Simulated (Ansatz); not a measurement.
# BH₆NO (built from SMILES BN.O): search for a transition state, part 2 of 2

Ansatz 0.2.0, Gaussian basis; PBE0-D4.

### 8 Relaxing after a step of 0.30 Å the other way along the mode

Input file downb/in.yaml:

```yaml
crystal:
  periodic: [false, false, false]
  atoms:
    - {symbol: B, position_ang: [-0.462048, -0.466057, 0.258162]}
    - {symbol: N, position_ang: [-0.110683, 0.966355, 0.461570]}
    - {symbol: H, position_ang: [-1.573234, -0.739337, -0.123071]}
    - {symbol: H, position_ang: [0.069003, -1.269725, 0.998389]}
    - {symbol: H, position_ang: [0.693770, 0.273380, -0.902490]}
    - {symbol: O, position_ang: [0.504294, -0.526322, -1.186467]}
    - {symbol: H, position_ang: [0.434342, 1.214387, 1.266441]}
    - {symbol: H, position_ang: [-0.823115, 1.653252, 0.280070]}
    - {symbol: H, position_ang: [1.267771, -1.105834, -1.052504]}
basis:
  gaussian: {orbitals: def2-TZVP}
hamiltonian: {xc: pbe0, dispersion: d4}
relax: {f_tol: 0.005, max_steps: 200}
```

Command:

```console
$ ansatz run in.yaml --threads 2 --pin off --events-out ev --progress --plain --max-ram 4352MiB
```

The program printed:

```text
Functional definition: PBE0
  name "PBE0"
  cite "Adamo & Barone, J. Chem. Phys. 110, 6158 (1999) doi:10.1063/1.478522"
  cite "Perdew, Burke & Ernzerhof, Phys. Rev. Lett. 77, 3865 (1996) doi:10.1103/PhysRevLett.77.3865"
  parent pbe
  parameter a = 0.25
  parameter kappa = 0.804
  parameter beta = 0.06672455060314922
  exchange = (1 - a)*pbe_x(kappa = kappa, mu = beta*pi^2/3) + a*exact_x
  correlation = pbe_c(beta = beta)
739 factors; their error is unknown
mean field evaluation 1: about -4299.7464 eV, gradient 6.8e1 eV
mean field evaluation 2: about -4291.7567 eV, gradient 9.0e1 eV
mean field evaluation 4: about -4307.9243 eV, gradient 3.0e0 eV
mean field evaluation 8: about -4307.9427 eV, gradient 3.1e-2 eV
mean field evaluation 16: about -4307.9433 eV, gradient 3.1e-5 eV
mean field -4307.94329117 eV, -158.3139959217 hartree, gradient 3.1e-5 eV, S^2 0.000000; 0 other end points of the search recorded, 0 dependent functions left out
the calculation of the forces begins
reference -4307.94331781 eV, -158.3139969007 hartree; 13, 13 occupied and 116, 116 virtual orbitals, 739 factors
relax step   1: F+E_penalty+E_count = -4308.02573503 eV  Δ(F+E_penalty+E_count) = +0.000e0 eV  max|allowed force component| = 7.895e0 eV/Å  Δτ_max = 0.0000 Å  (25 SCF iters, accepted)
[... from here on, the SCF cycles and remarks between the steps are left out ...]
relax step   2: F+E_penalty+E_count = -4308.52657037 eV  Δ(F+E_penalty+E_count) = -5.008e-1 eV  max|allowed force component| = 9.958e-1 eV/Å  Δτ_max = 0.1028 Å  (28 SCF iters, accepted)
relax step   3: F+E_penalty+E_count = -4308.55512841 eV  Δ(F+E_penalty+E_count) = -2.856e-2 eV  max|allowed force component| = 6.003e-1 eV/Å  Δτ_max = 0.1274 Å  (28 SCF iters, accepted)
relax step   4: F+E_penalty+E_count = -4308.60069738 eV  Δ(F+E_penalty+E_count) = -4.557e-2 eV  max|allowed force component| = 4.252e-1 eV/Å  Δτ_max = 0.0520 Å  (30 SCF iters, accepted)
relax step   5: F+E_penalty+E_count = -4308.61815577 eV  Δ(F+E_penalty+E_count) = -1.746e-2 eV  max|allowed force component| = 4.935e-1 eV/Å  Δτ_max = 0.0655 Å  (29 SCF iters, accepted)
relax step   6: F+E_penalty+E_count = -4308.63902593 eV  Δ(F+E_penalty+E_count) = -2.087e-2 eV  max|allowed force component| = 4.001e-1 eV/Å  Δτ_max = 0.0798 Å  (27 SCF iters, accepted)
relax step   7: F+E_penalty+E_count = -4308.64806372 eV  Δ(F+E_penalty+E_count) = -9.038e-3 eV  max|allowed force component| = 6.632e-1 eV/Å  Δτ_max = 0.1139 Å  (29 SCF iters, accepted)
relax step   8: F+E_penalty+E_count = -4308.69257995 eV  Δ(F+E_penalty+E_count) = -4.452e-2 eV  max|allowed force component| = 5.882e-1 eV/Å  Δτ_max = 0.0905 Å  (28 SCF iters, accepted)
relax step   9: F+E_penalty+E_count = -4308.64517580 eV  Δ(F+E_penalty+E_count) = +4.740e-2 eV  max|allowed force component| = 1.521e0 eV/Å  Δτ_max = 0.1941 Å  (35 SCF iters, rejected (line search))
relax step  10: F+E_penalty+E_count = -4308.73592870 eV  Δ(F+E_penalty+E_count) = -4.335e-2 eV  max|allowed force component| = 3.949e-1 eV/Å  Δτ_max = 0.0933 Å  (29 SCF iters, accepted)
relax step  11: F+E_penalty+E_count = -4308.72081993 eV  Δ(F+E_penalty+E_count) = +1.511e-2 eV  max|allowed force component| = 1.127e0 eV/Å  Δτ_max = 0.0966 Å  (29 SCF iters, rejected (line search))
relax step  12: F+E_penalty+E_count = -4308.76004762 eV  Δ(F+E_penalty+E_count) = -2.412e-2 eV  max|allowed force component| = 3.164e-1 eV/Å  Δτ_max = 0.0481 Å  (29 SCF iters, accepted)
relax step  13: F+E_penalty+E_count = -4308.77292254 eV  Δ(F+E_penalty+E_count) = -1.287e-2 eV  max|allowed force component| = 2.562e-1 eV/Å  Δτ_max = 0.0487 Å  (29 SCF iters, accepted)
relax step  14: F+E_penalty+E_count = -4308.78610738 eV  Δ(F+E_penalty+E_count) = -1.318e-2 eV  max|allowed force component| = 2.371e-1 eV/Å  Δτ_max = 0.0747 Å  (29 SCF iters, accepted)
relax step  15: F+E_penalty+E_count = -4308.80147169 eV  Δ(F+E_penalty+E_count) = -1.536e-2 eV  max|allowed force component| = 1.232e-1 eV/Å  Δτ_max = 0.1125 Å  (28 SCF iters, accepted)
relax step  16: F+E_penalty+E_count = -4308.81462761 eV  Δ(F+E_penalty+E_count) = -1.316e-2 eV  max|allowed force component| = 1.460e-1 eV/Å  Δτ_max = 0.1434 Å  (28 SCF iters, accepted)
relax step  17: F+E_penalty+E_count = -4308.82070881 eV  Δ(F+E_penalty+E_count) = -6.081e-3 eV  max|allowed force component| = 2.722e-1 eV/Å  Δτ_max = 0.1911 Å  (34 SCF iters, accepted)
relax step  18: F+E_penalty+E_count = -4308.81458675 eV  Δ(F+E_penalty+E_count) = +6.122e-3 eV  max|allowed force component| = 3.158e-1 eV/Å  Δτ_max = 0.2000 Å  (27 SCF iters, rejected (line search))
relax step  19: F+E_penalty+E_count = -4308.82959281 eV  Δ(F+E_penalty+E_count) = -8.884e-3 eV  max|allowed force component| = 3.204e-1 eV/Å  Δτ_max = 0.0966 Å  (28 SCF iters, accepted)
relax step  20: F+E_penalty+E_count = -4308.81312966 eV  Δ(F+E_penalty+E_count) = +1.646e-2 eV  max|allowed force component| = 1.253e0 eV/Å  Δτ_max = 0.0974 Å  (28 SCF iters, rejected (line search))
relax step  21: F+E_penalty+E_count = -4308.83422114 eV  Δ(F+E_penalty+E_count) = -4.628e-3 eV  max|allowed force component| = 1.695e-1 eV/Å  Δτ_max = 0.0487 Å  (29 SCF iters, accepted)
relax step  22: F+E_penalty+E_count = -4308.83680732 eV  Δ(F+E_penalty+E_count) = -2.586e-3 eV  max|allowed force component| = 2.144e-1 eV/Å  Δτ_max = 0.0489 Å  (29 SCF iters, accepted)
relax step  23: F+E_penalty+E_count = -4308.83838046 eV  Δ(F+E_penalty+E_count) = -1.573e-3 eV  max|allowed force component| = 1.355e-1 eV/Å  Δτ_max = 0.0294 Å  (29 SCF iters, accepted)
relax step  24: F+E_penalty+E_count = -4308.83610469 eV  Δ(F+E_penalty+E_count) = +2.276e-3 eV  max|allowed force component| = 5.919e-1 eV/Å  Δτ_max = 0.1121 Å  (27 SCF iters, rejected (line search))
relax step  25: F+E_penalty+E_count = -4308.84030474 eV  Δ(F+E_penalty+E_count) = -1.924e-3 eV  max|allowed force component| = 1.380e-1 eV/Å  Δτ_max = 0.0561 Å  (29 SCF iters, accepted)
relax step  26: F+E_penalty+E_count = -4308.84214669 eV  Δ(F+E_penalty+E_count) = -1.842e-3 eV  max|allowed force component| = 1.637e-1 eV/Å  Δτ_max = 0.0547 Å  (29 SCF iters, accepted)
relax step  27: F+E_penalty+E_count = -4308.84377907 eV  Δ(F+E_penalty+E_count) = -1.632e-3 eV  max|allowed force component| = 2.146e-1 eV/Å  Δτ_max = 0.0823 Å  (29 SCF iters, accepted)
relax step  28: F+E_penalty+E_count = -4308.84275226 eV  Δ(F+E_penalty+E_count) = +1.027e-3 eV  max|allowed force component| = 4.052e-1 eV/Å  Δτ_max = 0.0823 Å  (28 SCF iters, rejected (line search))
relax step  29: F+E_penalty+E_count = -4308.84661751 eV  Δ(F+E_penalty+E_count) = -2.838e-3 eV  max|allowed force component| = 5.496e-2 eV/Å  Δτ_max = 0.0411 Å  (29 SCF iters, accepted)
relax step  30: F+E_penalty+E_count = -4308.84812127 eV  Δ(F+E_penalty+E_count) = -1.504e-3 eV  max|allowed force component| = 2.915e-2 eV/Å  Δτ_max = 0.0633 Å  (28 SCF iters, accepted)
relax step  31: F+E_penalty+E_count = -4308.84418122 eV  Δ(F+E_penalty+E_count) = +3.940e-3 eV  max|allowed force component| = 6.651e-1 eV/Å  Δτ_max = 0.0918 Å  (27 SCF iters, rejected (line search))
relax step  32: F+E_penalty+E_count = -4308.84924681 eV  Δ(F+E_penalty+E_count) = -1.126e-3 eV  max|allowed force component| = 1.344e-2 eV/Å  Δτ_max = 0.0459 Å  (29 SCF iters, accepted)
relax step  33: F+E_penalty+E_count = -4308.85013526 eV  Δ(F+E_penalty+E_count) = -8.885e-4 eV  max|allowed force component| = 9.884e-2 eV/Å  Δτ_max = 0.0463 Å  (29 SCF iters, accepted)
relax step  34: F+E_penalty+E_count = -4308.85026877 eV  Δ(F+E_penalty+E_count) = -1.335e-4 eV  max|allowed force component| = 3.111e-1 eV/Å  Δτ_max = 0.0695 Å  (29 SCF iters, accepted)
relax step  35: F+E_penalty+E_count = -4308.85138084 eV  Δ(F+E_penalty+E_count) = -1.112e-3 eV  max|allowed force component| = 1.296e-1 eV/Å  Δτ_max = 0.0398 Å  (29 SCF iters, accepted)
relax step  36: F+E_penalty+E_count = -4308.85252351 eV  Δ(F+E_penalty+E_count) = -1.143e-3 eV  max|allowed force component| = 5.307e-3 eV/Å  Δτ_max = 0.0462 Å  (29 SCF iters, accepted)
relax step  37: F+E_penalty+E_count = -4308.85321161 eV  Δ(F+E_penalty+E_count) = -6.881e-4 eV  max|allowed force component| = 1.088e-1 eV/Å  Δτ_max = 0.0938 Å  (29 SCF iters, accepted)
relax step  38: F+E_penalty+E_count = -4308.85310660 eV  Δ(F+E_penalty+E_count) = +1.050e-4 eV  max|allowed force component| = 1.634e-1 eV/Å  Δτ_max = 0.0401 Å  (29 SCF iters, rejected (line search))
relax step  39: F+E_penalty+E_count = -4308.85379706 eV  Δ(F+E_penalty+E_count) = -5.855e-4 eV  max|allowed force component| = 3.799e-2 eV/Å  Δτ_max = 0.0178 Å  (29 SCF iters, accepted)
relax step  40: F+E_penalty+E_count = -4308.85412806 eV  Δ(F+E_penalty+E_count) = -3.310e-4 eV  max|allowed force component| = 6.197e-3 eV/Å  Δτ_max = 0.0273 Å  (29 SCF iters, accepted)
relax step  41: F+E_penalty+E_count = -4308.85339272 eV  Δ(F+E_penalty+E_count) = +7.353e-4 eV  max|allowed force component| = 2.793e-1 eV/Å  Δτ_max = 0.0988 Å  (28 SCF iters, rejected (line search))
relax step  42: F+E_penalty+E_count = -4308.85389337 eV  Δ(F+E_penalty+E_count) = +2.347e-4 eV  max|allowed force component| = 7.433e-2 eV/Å  Δτ_max = 0.0112 Å  (29 SCF iters, rejected (line search))
relax step  43: F+E_penalty+E_count = -4308.85418975 eV  Δ(F+E_penalty+E_count) = -6.169e-5 eV  max|allowed force component| = 4.529e-3 eV/Å  Δτ_max = 0.0056 Å  (30 SCF iters, accepted)
relax step  44: F+E_penalty+E_count = -4308.85426532 eV  Δ(F+E_penalty+E_count) = -7.557e-5 eV  max|allowed force component| = 1.614e-1 eV/Å  Δτ_max = 0.0734 Å  (28 SCF iters, accepted)
relax step  45: F+E_penalty+E_count = -4308.85472562 eV  Δ(F+E_penalty+E_count) = -4.603e-4 eV  max|allowed force component| = 3.380e-2 eV/Å  Δτ_max = 0.0100 Å  (30 SCF iters, accepted)
relax step  46: F+E_penalty+E_count = -4308.85493424 eV  Δ(F+E_penalty+E_count) = -2.086e-4 eV  max|allowed force component| = 2.442e-2 eV/Å  Δτ_max = 0.0285 Å  (28 SCF iters, accepted)
relax step  47: F+E_penalty+E_count = -4308.83622861 eV  Δ(F+E_penalty+E_count) = +1.871e-2 eV  max|allowed force component| = 1.020e0 eV/Å  Δτ_max = 0.1950 Å  (27 SCF iters, rejected (line search))
relax step  48: F+E_penalty+E_count = -4308.85519528 eV  Δ(F+E_penalty+E_count) = -2.610e-4 eV  max|allowed force component| = 8.527e-3 eV/Å  Δτ_max = 0.0288 Å  (29 SCF iters, accepted)
relax step  49: F+E_penalty+E_count = -4308.85470445 eV  Δ(F+E_penalty+E_count) = +4.908e-4 eV  max|allowed force component| = 2.790e-1 eV/Å  Δτ_max = 0.0982 Å  (27 SCF iters, rejected (line search))
relax step  50: F+E_penalty+E_count = -4308.84452979 eV  Δ(F+E_penalty+E_count) = +1.067e-2 eV  max|allowed force component| = 8.893e-1 eV/Å  Δτ_max = 0.0161 Å  (29 SCF iters, rejected (line search))
relax step  51: F+E_penalty+E_count = -4308.85526577 eV  Δ(F+E_penalty+E_count) = -7.050e-5 eV  max|allowed force component| = 1.003e-2 eV/Å  Δτ_max = 0.0080 Å  (29 SCF iters, accepted)
relax step  52: F+E_penalty+E_count = -4308.85566530 eV  Δ(F+E_penalty+E_count) = -3.995e-4 eV  max|allowed force component| = 4.300e-2 eV/Å  Δτ_max = 0.0489 Å  (29 SCF iters, accepted)
relax step  53: F+E_penalty+E_count = -4308.85473933 eV  Δ(F+E_penalty+E_count) = +9.260e-4 eV  max|allowed force component| = 3.573e-1 eV/Å  Δτ_max = 0.0748 Å  (28 SCF iters, rejected (line search))
relax step  54: F+E_penalty+E_count = -4308.85579833 eV  Δ(F+E_penalty+E_count) = -1.330e-4 eV  max|allowed force component| = 3.026e-2 eV/Å  Δτ_max = 0.0097 Å  (29 SCF iters, accepted)
relax step  55: F+E_penalty+E_count = -4308.85618190 eV  Δ(F+E_penalty+E_count) = -3.836e-4 eV  max|allowed force component| = 7.423e-2 eV/Å  Δτ_max = 0.0366 Å  (28 SCF iters, accepted)
relax step  56: F+E_penalty+E_count = -4308.85649190 eV  Δ(F+E_penalty+E_count) = -3.100e-4 eV  max|allowed force component| = 2.085e-1 eV/Å  Δτ_max = 0.0561 Å  (29 SCF iters, accepted)
relax step  57: F+E_penalty+E_count = -4308.85717295 eV  Δ(F+E_penalty+E_count) = -6.810e-4 eV  max|allowed force component| = 1.977e-1 eV/Å  Δτ_max = 0.0277 Å  (28 SCF iters, accepted)
relax step  58: F+E_penalty+E_count = -4308.85821167 eV  Δ(F+E_penalty+E_count) = -1.039e-3 eV  max|allowed force component| = 3.108e-1 eV/Å  Δτ_max = 0.0798 Å  (28 SCF iters, accepted)
relax step  59: F+E_penalty+E_count = -4308.85607171 eV  Δ(F+E_penalty+E_count) = +2.140e-3 eV  max|allowed force component| = 6.642e-1 eV/Å  Δτ_max = 0.0755 Å  (28 SCF iters, rejected (line search))
relax step  60: F+E_penalty+E_count = -4308.86082760 eV  Δ(F+E_penalty+E_count) = -2.616e-3 eV  max|allowed force component| = 1.602e-1 eV/Å  Δτ_max = 0.0377 Å  (29 SCF iters, accepted)
relax step  61: F+E_penalty+E_count = -4308.86430465 eV  Δ(F+E_penalty+E_count) = -3.477e-3 eV  max|allowed force component| = 2.296e-1 eV/Å  Δτ_max = 0.0927 Å  (27 SCF iters, accepted)
relax step  62: F+E_penalty+E_count = -4308.85932939 eV  Δ(F+E_penalty+E_count) = +4.975e-3 eV  max|allowed force component| = 8.580e-1 eV/Å  Δτ_max = 0.1389 Å  (28 SCF iters, rejected (line search))
relax step  63: F+E_penalty+E_count = -4308.86699287 eV  Δ(F+E_penalty+E_count) = -2.688e-3 eV  max|allowed force component| = 2.410e-1 eV/Å  Δτ_max = 0.0694 Å  (29 SCF iters, accepted)
relax step  64: F+E_penalty+E_count = -4308.87342272 eV  Δ(F+E_penalty+E_count) = -6.430e-3 eV  max|allowed force component| = 1.861e-1 eV/Å  Δτ_max = 0.0711 Å  (27 SCF iters, accepted)
relax step  65: F+E_penalty+E_count = -4308.87848115 eV  Δ(F+E_penalty+E_count) = -5.058e-3 eV  max|allowed force component| = 5.114e-1 eV/Å  Δτ_max = 0.1067 Å  (27 SCF iters, accepted)
relax step  66: F+E_penalty+E_count = -4308.87865015 eV  Δ(F+E_penalty+E_count) = -1.690e-4 eV  max|allowed force component| = 7.801e-1 eV/Å  Δτ_max = 0.1562 Å  (27 SCF iters, accepted)
relax step  67: F+E_penalty+E_count = -4308.90526481 eV  Δ(F+E_penalty+E_count) = -2.661e-2 eV  max|allowed force component| = 2.002e-1 eV/Å  Δτ_max = 0.1828 Å  (32 SCF iters, accepted)
relax step  68: F+E_penalty+E_count = -4308.91190754 eV  Δ(F+E_penalty+E_count) = -6.643e-3 eV  max|allowed force component| = 1.136e-1 eV/Å  Δτ_max = 0.0996 Å  (29 SCF iters, accepted)
relax step  69: F+E_penalty+E_count = -4308.89720945 eV  Δ(F+E_penalty+E_count) = +1.470e-2 eV  max|allowed force component| = 9.455e-1 eV/Å  Δτ_max = 0.1997 Å  (33 SCF iters, rejected (line search))
relax step  70: F+E_penalty+E_count = -4308.91931147 eV  Δ(F+E_penalty+E_count) = -7.404e-3 eV  max|allowed force component| = 7.053e-2 eV/Å  Δτ_max = 0.0998 Å  (28 SCF iters, accepted)
relax step  71: F+E_penalty+E_count = -4308.92165707 eV  Δ(F+E_penalty+E_count) = -2.346e-3 eV  max|allowed force component| = 3.087e-1 eV/Å  Δτ_max = 0.0975 Å  (28 SCF iters, accepted)
relax step  72: F+E_penalty+E_count = -4308.92348051 eV  Δ(F+E_penalty+E_count) = -1.823e-3 eV  max|allowed force component| = 1.959e-1 eV/Å  Δτ_max = 0.0532 Å  (29 SCF iters, accepted)
relax step  73: F+E_penalty+E_count = -4308.92803169 eV  Δ(F+E_penalty+E_count) = -4.551e-3 eV  max|allowed force component| = 1.567e-2 eV/Å  Δτ_max = 0.0596 Å  (29 SCF iters, accepted)
relax step  74: F+E_penalty+E_count = -4308.92851921 eV  Δ(F+E_penalty+E_count) = -4.875e-4 eV  max|allowed force component| = 2.542e-2 eV/Å  Δτ_max = 0.0314 Å  (29 SCF iters, accepted)
relax step  75: F+E_penalty+E_count = -4308.92868039 eV  Δ(F+E_penalty+E_count) = -1.612e-4 eV  max|allowed force component| = 5.145e-2 eV/Å  Δτ_max = 0.0439 Å  (29 SCF iters, accepted)
relax step  76: F+E_penalty+E_count = -4308.92878782 eV  Δ(F+E_penalty+E_count) = -1.074e-4 eV  max|allowed force component| = 2.010e-2 eV/Å  Δτ_max = 0.0062 Å  (30 SCF iters, accepted)
relax step  77: F+E_penalty+E_count = -4308.92882846 eV  Δ(F+E_penalty+E_count) = -4.064e-5 eV  max|allowed force component| = 6.921e-3 eV/Å  Δτ_max = 0.0145 Å  (29 SCF iters, accepted)
relax step  78: F+E_penalty+E_count = -4308.92884612 eV  Δ(F+E_penalty+E_count) = -1.766e-5 eV  max|allowed force component| = 3.823e-3 eV/Å  Δτ_max = 0.0114 Å  (29 SCF iters, accepted)
relax step  79: F+E_penalty+E_count = -4308.92885820 eV  Δ(F+E_penalty+E_count) = -1.208e-5 eV  max|allowed force component| = 5.396e-3 eV/Å  Δτ_max = 0.0164 Å  (29 SCF iters, accepted)
relax step  80: F+E_penalty+E_count = -4308.92886245 eV  Δ(F+E_penalty+E_count) = -4.243e-6 eV  max|allowed force component| = 1.620e-2 eV/Å  Δτ_max = 0.0108 Å  (29 SCF iters, accepted)
relax step  81: F+E_penalty+E_count = -4308.92887054 eV  Δ(F+E_penalty+E_count) = -8.094e-6 eV  max|allowed force component| = 1.929e-2 eV/Å  Δτ_max = 0.0098 Å  (29 SCF iters, accepted)
relax step  82: F+E_penalty+E_count = -4308.92887866 eV  Δ(F+E_penalty+E_count) = -8.125e-6 eV  max|allowed force component| = 1.155e-2 eV/Å  Δτ_max = 0.0061 Å  (30 SCF iters, accepted)
relax step  83: F+E_penalty+E_count = -4308.92888377 eV  Δ(F+E_penalty+E_count) = -5.106e-6 eV  max|allowed force component| = 6.158e-3 eV/Å  Δτ_max = 0.0123 Å  (29 SCF iters, accepted)
relax step  84: F+E_penalty+E_count = -4308.92888667 eV  Δ(F+E_penalty+E_count) = -2.896e-6 eV  max|allowed force component| = 3.358e-3 eV/Å  Δτ_max = 0.0024 Å  (30 SCF iters, accepted)
relax step  85: F+E_penalty+E_count = -4308.92888845 eV  Δ(F+E_penalty+E_count) = -1.784e-6 eV  max|allowed force component| = 3.323e-3 eV/Å  Δτ_max = 0.0054 Å  (30 SCF iters, accepted)
739 factors; their error is unknown
mean field -4308.86220016 eV, -158.3477652041 hartree, gradient 1.7e-5 eV, S^2 0.000000; 1 other end points of the search recorded, 0 dependent functions left out
the calculation of the forces begins
reference -4308.86223026 eV, -158.3477663103 hartree; 13, 13 occupied and 116, 116 virtual orbitals, 739 factors
Total energy: -4308.92891855 eV, -158.3502170599 hartree
Atom 0 at    -1.104663    -0.320525     1.004593 Å, force     0.000150     0.000327     0.000953 eV/Å
Atom 1 at    -0.530884     0.809788     0.455199 Å, force    -0.000659    -0.000644     0.000097 eV/Å
Atom 2 at    -1.993588    -0.212376     1.800943 Å, force     0.000342    -0.000089    -0.000290 eV/Å
Atom 3 at    -0.695489    -1.398286     0.668546 Å, force    -0.000450     0.000070    -0.000341 eV/Å
Atom 4 at     1.131677    -0.676702    -2.025396 Å, force     0.001862     0.001713     0.001582 eV/Å
Atom 5 at     1.635033    -0.072101    -1.473871 Å, force    -0.000235    -0.003323    -0.000153 eV/Å
Atom 6 at     0.221347     0.764614    -0.220397 Å, force     0.000686     0.000308    -0.000026 eV/Å
Atom 7 at    -0.824972     1.742019     0.692184 Å, force    -0.000084     0.000031    -0.000227 eV/Å
Atom 8 at     2.161640    -0.636331    -0.901700 Å, force    -0.001613     0.001609    -0.001594 eV/Å
Dipole moment:     0.263340    -0.075921    -0.232215 e Å
```

Run time: 2 min. Hardware: 2 threads of Arm Neoverse V2, shared host.

The steps of the relaxation: (not every step is listed) (the energy doesn't fall at every step)

| step | energy from step 1 (eV) | largest force component (eV/Å) |
| --- | --- | --- |
| 1 | 0.0000 | 7.8947 |
| 2 | -0.5008 | 0.9958 |
| 3 | -0.5294 | 0.6003 |
| 4 | -0.5750 | 0.4252 |
| 5 | -0.5924 | 0.4935 |
| 6 | -0.6133 | 0.4001 |
| 7 | -0.6223 | 0.6632 |
| 8 | -0.6668 | 0.5882 |
| 9 | -0.6194 | 1.5212 |
| 16 | -0.7889 | 0.1460 |
| 23 | -0.8126 | 0.1355 |
| 30 | -0.8224 | 0.0292 |
| 37 | -0.8275 | 0.1088 |
| 44 | -0.8285 | 0.1614 |
| 51 | -0.8295 | 0.0100 |
| 58 | -0.8325 | 0.3108 |
| 65 | -0.8527 | 0.5114 |
| 72 | -0.8977 | 0.1959 |
| 79 | -0.9031 | 0.0054 |
| 80 | -0.9031 | 0.0162 |
| 81 | -0.9031 | 0.0193 |
| 82 | -0.9031 | 0.0115 |
| 83 | -0.9031 | 0.0062 |
| 84 | -0.9032 | 0.0034 |
| 85 | -0.9032 | 0.0033 |

Close pairs (by a distance rule), those that changed most:

| bond | before (Å) | after (Å) | change (Å) |
| --- | --- | --- | --- |
| B1–N2 | 1.489 | 1.382 | -0.107 |
| H5–O6 | 0.870 | 0.961 | +0.091 |
| B1–H4 | 1.215 | 1.201 | -0.014 |
| N2–H7 | 1.003 | 1.012 | +0.009 |
| B1–H3 | 1.206 | 1.198 | -0.008 |
| O6–H9 | 0.968 | 0.961 | -0.007 |
| N2–H8 | 1.006 | 1.006 | -0.000 |

### 9 The three structures

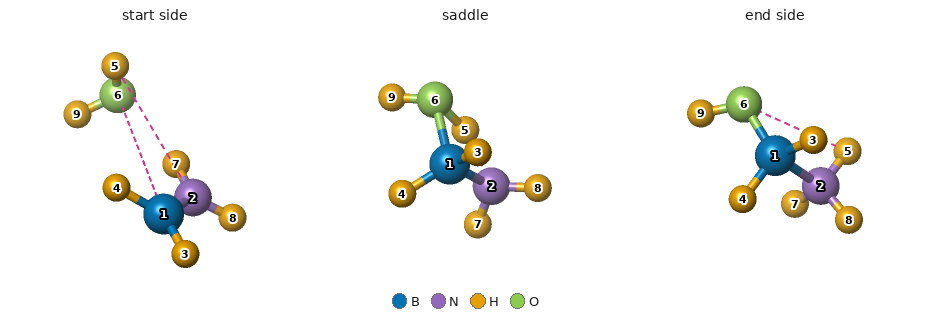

The minimum on the start side, the saddle and the minimum on the end side; broken lines mark the pairs that change.

| pair | start side (Å) | saddle (Å) | end side (Å) |
| --- | --- | --- | --- |
| B1–O6 | 3.703 | 1.618 | 1.435 |
| N2–H5 | 3.336 | 1.366 | 1.016 |
| B1–N2 | 1.382 | 1.561 | 1.680 |
| H5–O6 | 0.961 | 1.165 | 2.622 |

### 10 Outcome

This closing draws on all 2 parts.

```
                       quantity                                                     value
                 imaginary mode                                                1185i cm⁻¹
    barrier from the start side                                               57.0 kJ/mol
      barrier from the end side                                               95.9 kJ/mol
             energy of the step                                              -38.9 kJ/mol
              pairs that change  B1–O6 formed, N2–H5 formed, B1–N2 loosened, H5–O6 broken
zero-point energy at the saddle                                                  1.944 eV
```

What this shows: The point has a single imaginary mode (1185i cm⁻¹), as a transition state must. Going downhill both ways gives the intended start and end. A bond meant to break is only loosened at the end: the products stay bound as an adduct. At PBE0-D4/def2-TZVP the electronic barrier is 57.0 kJ/mol, about 23 kT at 298 K, and the step runs 38.9 kJ/mol downhill. The barrier is thin enough for tunnelling; the leading (Wigner) term alone is a factor of 2.4 at 298 K. A step off the saddle overshot and began above it in energy, so the link to its end is likely but not proven. Lower complexes than these ends may exist.
